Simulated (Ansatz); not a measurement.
## Ligand exchange: Si(CH3)2(OH)(SiH3) + C2H7AlO2 → Si(CH3)(OH)2(SiH3) + C3H9AlO

Species: Si(CH3)2(OH)(SiH3), singlet; C2H7AlO2 `C[CH2][Al]([OH])[OH]`, singlet; Si(CH3)(OH)2(SiH3), singlet; C3H9AlO `C[CH2][Al]([CH3])[OH]`, singlet. The partners trade CH3 for OH: Si–CH3 and Al–OH bonds give way to Si–OH and Al–CH3.

Shapes, held fixed at every level: PBE0-D4/def2-TZVP. Flexible molecules stand in one conformer, not always the lowest. Programs: Ansatz 0.2.0. Electronic energies: no zero-point or thermal term.

```json
{"level": "r2SCAN-D4/def2-TZVPP", "kind": "meta-GGA", "ΔE (kJ/mol)": "+39.6", "less CCSD(T)/CBS estimate": "+0.3"}
{"level": "PBE0-D4/def2-TZVPP", "kind": "global hybrid", "ΔE (kJ/mol)": "+38.6", "less CCSD(T)/CBS estimate": "-0.7"}
{"level": "wB97M-V/def2-TZVPP", "kind": "range-separated hybrid", "ΔE (kJ/mol)": "+37.1", "less CCSD(T)/CBS estimate": "-2.2"}
{"level": "wB97X-V/def2-TZVPP", "kind": "range-separated hybrid", "ΔE (kJ/mol)": "+37.9", "less CCSD(T)/CBS estimate": "-1.4"}
{"level": "B2PLYP/def2-TZVPP", "kind": "double hybrid", "ΔE (kJ/mol)": "+39.0", "less CCSD(T)/CBS estimate": "-0.3"}
{"level": "CCSD(T)/def2-TZVPP", "kind": "coupled cluster or CI", "ΔE (kJ/mol)": "+39.8", "less CCSD(T)/CBS estimate": "+0.5"}
{"level": "CCSD/def2-TZVPP", "kind": "coupled cluster or CI", "ΔE (kJ/mol)": "+39.5", "less CCSD(T)/CBS estimate": "+0.2"}
{"level": "CCSD(T)/CBS estimate", "kind": "coupled cluster or CI", "ΔE (kJ/mol)": "+39.3", "less CCSD(T)/CBS estimate": "0.0"}
```

The highest level, CCSD(T)/CBS estimate, gives ΔE = +39.3 kJ/mol; the levels span +37.1 to +39.8. The column of differences is taken from that level and isn't an error. No measured value is set beside it here. The CBS estimate extrapolates MP2 from def2-TZVPP and def2-QZVPP and adds CCSD(T) − MP2 in the triple-zeta set, cores frozen.

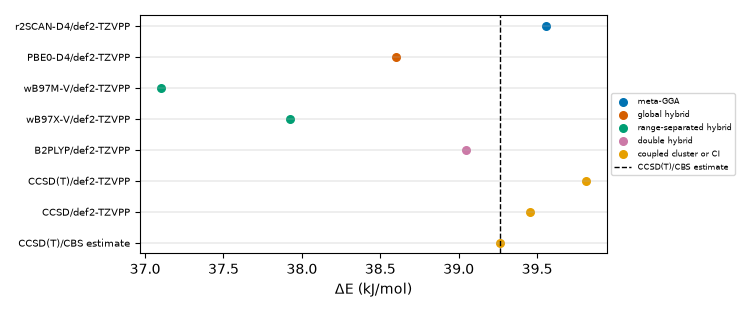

The values of the table, level by level.
